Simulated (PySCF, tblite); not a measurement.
# C5H7NSSi: geometry, infrared bands and NMR shifts

Aim: predict the infrared bands and NMR shifts of C5H7NSSi (`C=C[SiH2]c1ccsn1`).

The runs use tblite 0.8.0 and PySCF 2.14.0, with density-fitted response routines of our own; the level of theory stands in each step. All values are computed, except where a source is named. Atoms count from 0, in the outputs and in this text.

## 1. Starting geometry

15 atoms, charge 0, multiplicity 1; geometry from: force field or distance geometry start.

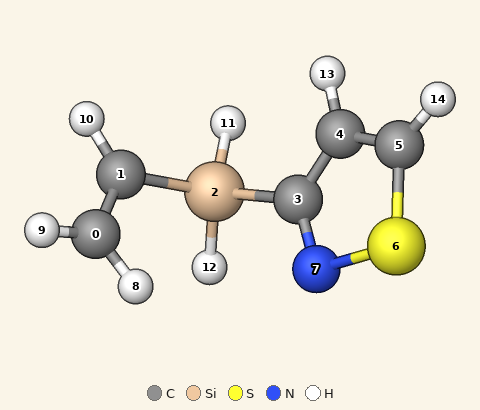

As it starts; carbon grey, silicon light orange, sulfur yellow, nitrogen blue, hydrogen white, atoms numbered.

## 2. Optimising the geometry with GFN2-xTB

What the job is given:

```
{"job": {"kind": "relax", "xc": "GFN2-xTB", "basis": "xTB"}, "charge": 0, "multiplicity": 1}
C      2.486400     0.704900    -0.395500
C      2.027700    -0.177300     0.502100
Si     0.664700    -1.277600    -0.045700
C     -0.852400    -0.188600    -0.366000
C     -1.761100     0.053700     0.611700
C     -2.817100     0.839400     0.293200
S     -2.556100     1.250300    -1.356500
N     -1.044500     0.351300    -1.548700
H      1.966700     0.669900    -1.363600
H      3.275600     1.399100    -0.178000
H      2.458500    -0.248300     1.505800
H      0.386200    -2.229000     1.026800
H      1.032900    -1.909300    -1.294800
H     -1.649000    -0.371100     1.631400
H     -3.622800     1.140500     0.955900
```

Launch:

```bash
$ OMP_NUM_THREADS=1 python probes_run.py task.json out
```

The driver reads the jobs from task.json and runs them one after another.

**Question.** This job is followed by: GFN2-xTB harmonic vibrations, gas phase; GIAO PBE0/pcSseg-1 NMR shielding, non-relativistic, gas phase. Predict these results of the whole session: strongest single infrared mode (GFN2-xTB); zero-point energy (GFN2-xTB); 13C shifts against TMS (PBE0/pcSseg-1); 1H shifts against TMS (PBE0/pcSseg-1, means over atoms taken as alike); 29Si shifts against TMS (PBE0/pcSseg-1); 33S shifts against CS2 (PBE0/pcSseg-1); 15N shifts against NH3 (PBE0/pcSseg-1).

**Answer**, as computed:

```
                                                              quantity                                   value
                             strongest single infrared mode (GFN2-xTB)                   2196 cm⁻¹, 330 km/mol
                                          zero-point energy (GFN2-xTB)                           63.5 kcal/mol
                                13C shifts against TMS (PBE0/pcSseg-1)   171.7, 157.1, 146.7, 136.4, 134.6 ppm
1H shifts against TMS (PBE0/pcSseg-1, means over atoms taken as alike)  8.62, 7.70, 6.55, 6.45, 6.10, 5.10 ppm
                               29Si shifts against TMS (PBE0/pcSseg-1)                               -59.3 ppm
                                33S shifts against CS2 (PBE0/pcSseg-1)                                 436 ppm
                                15N shifts against NH3 (PBE0/pcSseg-1)                               369.8 ppm
```

In words: The optimisation took 119 steps and gained 0.639 eV; among the close pairs (by a distance rule), S6–N7 changed most, from 1.769 to 1.632 Å. The lowest mode is imaginary (21i cm⁻¹), so the xTB geometry is not a minimum. The strongest single mode, at 2196 cm⁻¹, moves mainly H11. GFN2-xTB is a fitted tight-binding method: band positions and strengths are rough. Its intensities can rank the bands wrongly. At PBE0/pcSseg-1: The largest span, 605 ppm, is at N7, where the paramagnetic term is -427 ppm. NICS(1)zz of -32 ppm above the planar ring from C3 marks a diatropic (aromatic) ring current.
